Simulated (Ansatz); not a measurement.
F$_{2}$K (charge +1)

Input file:

```
crystal:
  periodic: [false, false, false]
  atoms:
    - {symbol: K, position_ang: [-0.023543, 0.038300, -1.975514]}
    - {symbol: F, position_ang: [-0.349300, 0.568263, 1.002294]}
    - {symbol: F, position_ang: [0.372842, -0.606563, 0.973219]}
basis:
  gaussian: {orbitals: "def2-TZVPPD.json"}
total_charge: 1
hamiltonian: {xc: pbe0, dispersion: d4}
output: {orbitals: {seedname: orbitals}}
```

Run with:

```sh
ansatz run in.yaml --threads 2 --pin off --events-out ev --progress --plain --max-ram 5222MiB
```

Geometry: PBE0-D4/def2-TZVP.

All numbers below come from RKS PBE0-D4/def2-TZVPPD in Ansatz 0.2.0.

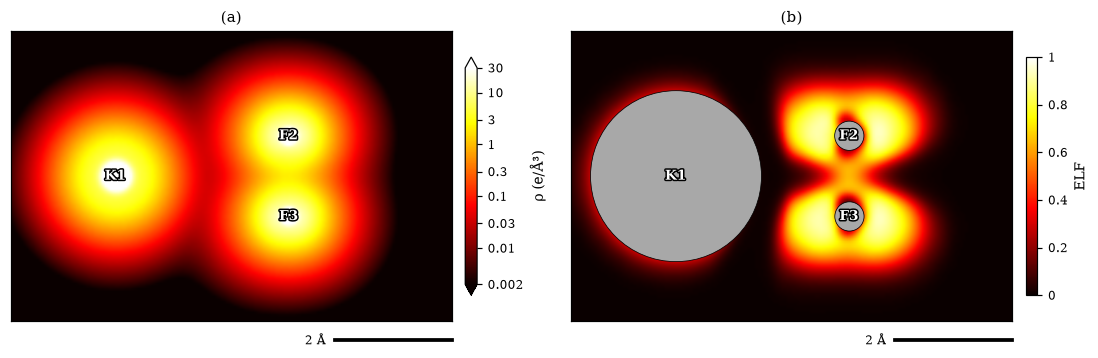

Figure 1. (a) total electron density; (b) ELF on the molecular plane. Grey discs cover the atomic cores in the ELF map.

**Read the bonding off the picture.**

The plane passes through K and F nuclei. F–F (1.38 Å): ρ is about 2.1 e/Å³ halfway; the ELF peaks at about 0.65 between the atoms. K–F (3.04 Å): ρ at the midpoint is about 0.04 e/Å³; the ELF is about 0 at the midpoint (a closed-shell, largely ionic contact).

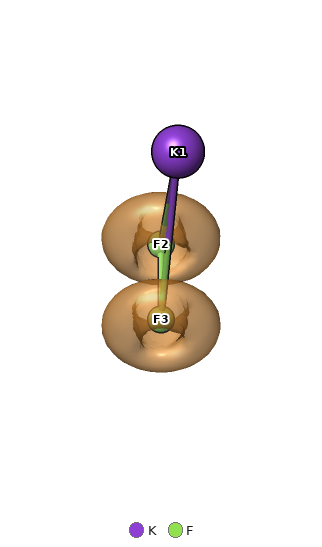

Figure 2. Isosurface of the electron localisation function at 0.8 (orange), seen at an oblique angle. Only the valence region is drawn (cores and ρ < 0.01 e/Å³ removed).

**Identify the bonds, lone pairs and shells in this picture.**

The surface consists of two regions wrapped around F (the valence shell of each).

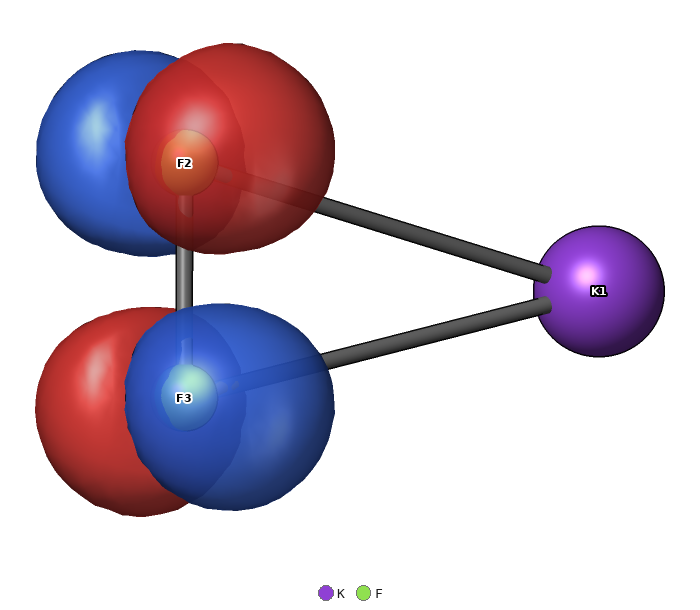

Figure 3. The HOMO at ±0.2 Å⁻³ᐟ² (blue and red are the two phases), seen at a tilt.

**Describe this orbital and give its energy.**

Its weight (Hirshfeld) is mainly on F2 (about 50 %) and F3 (about 50 %); it changes sign across the molecular plane (π type); π-antibonding (a node) across F2–F3. Its energy is −16.36 eV.
